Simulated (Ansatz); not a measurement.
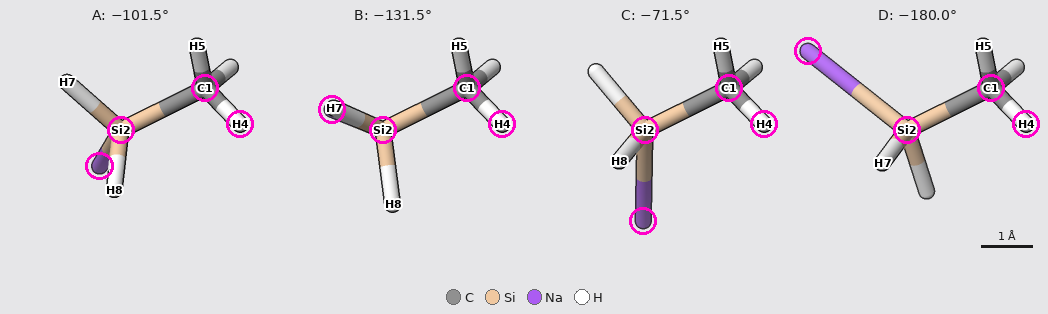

A scan of CH₅NaSi: one H–C–Si–Na dihedral angle is varied, with the rest of the molecule carried along rigidly. A stick model, seen at a tilt. The ringed atoms are those of the scanned coordinate.

Computed with Ansatz: r2SCAN-D4, basis def2-TZVPP, on geometries moved rigidly from the minimum at PBE0-D4/def2-TZVP. Energies are counted from the PBE0-D4/def2-TZVP minimum geometry at the same level.

Question: Order these geometries by energy, lowest first.

Answer: Lowest first: D (the dihedral −180.0°, 0.00 kcal/mol), C (the dihedral −71.5°, 0.18 kcal/mol), A (the dihedral −101.5°, 1.42 kcal/mol), B (the dihedral −131.5°, 1.63 kcal/mol). Over the whole scan: the lowest computed point lies at the dihedral −180.0° (0.00 kcal/mol). A local maximum lies at −116.5° (1.79 kcal/mol). The highest point, at −116.5°, lies 1.79 kcal/mol above the lowest and gives an upper estimate of the barrier to rotation, since the rotor is rigid.
